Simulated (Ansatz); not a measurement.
# C2H2FSi (charge +1): what the fields show

```yaml
atoms:
  - { symbol: F, position_ang: [1.0133, -0.3584, 1.1578] }
  - { symbol: C, position_ang: [0.1506, 0.3280, 0.3632] }
  - { symbol: C, position_ang: [-0.4746, -0.3130, -0.6523] }
  - { symbol: Si, position_ang: [-0.2300, -2.1025, -1.0433] }
  - { symbol: H, position_ang: [-1.1608, 0.2717, -1.2692] }
  - { symbol: H, position_ang: [0.0576, 1.3697, 0.6514] }
```

The calculation used Ansatz, UKS PBE0/6-31G.

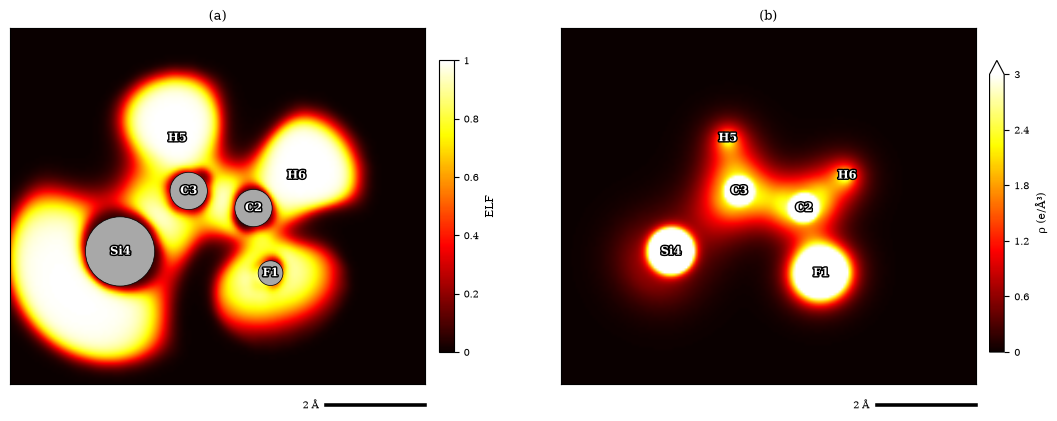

Figure 1. (a) ELF; (b) total electron density on the molecular plane. Grey discs cover the atomic cores in the ELF map.

### What do the fields say about this system?

The section cuts through F, C, Si and H sites.
C–C (1.35 Å): ρ is about 2.1 e/Å³ halfway; the ELF peaks at about 0.95 between the atoms (localised, covalent bonding).
C–F (1.36 Å): ρ at the midpoint is about 2 e/Å³, with its minimum of 1.6 e/Å³ about 0.5 Å from C; the ELF peaks at about 0.80 between the atoms, as expected for a polar covalent bond.
C–Si (1.85 Å): the density is about 0.87 e/Å³ at the midpoint; the ELF peaks at about 0.95 between the atoms, as expected for a covalent bond.
C–H (1.08 Å): the density is about 2.1 e/Å³ at the midpoint; the ELF climbs to about 1 towards the hydrogen, as it does in any bond to H: an ordinary covalent bond to hydrogen.
The ELF also peaks beside Si4 and F1, away from the bonds: lone-pair regions.

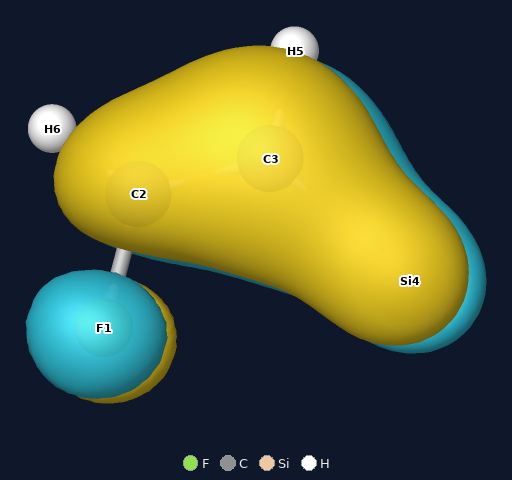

Figure 2. One frontier orbital at ±0.1 Å⁻³ᐟ² (yellow and cyan are the two phases), seen across its widest extent.

### Which orbital is it: HOMO or LUMO?

The HOMO, at −14.22 eV. It lies mainly on C3 (about 40 %), C2 (about 20 %), Si4 (about 15 %) and F1 (about 15 %); it changes sign across the molecular plane (π type); π-bonding across C2–C3 and C3–Si4; π-antibonding (a node) across F1–C2.

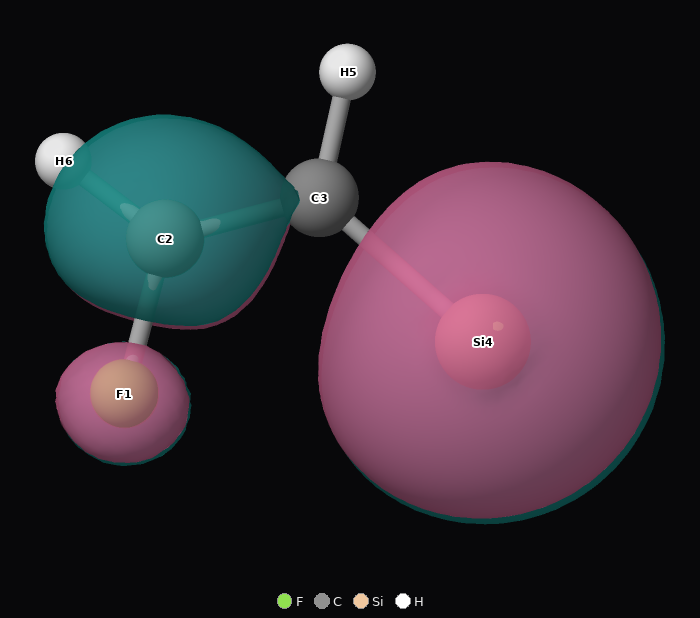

Figure 3. The LUMO at ±0.08 Å⁻³ᐟ² (teal and pink are the two phases), seen across its widest extent.

### What is the character of this orbital?

Its weight (Hirshfeld) is mainly on Si4 (about 70 %) and C2 (about 20 %); it changes sign across the molecular plane (π type). Its energy is −9.31 eV.
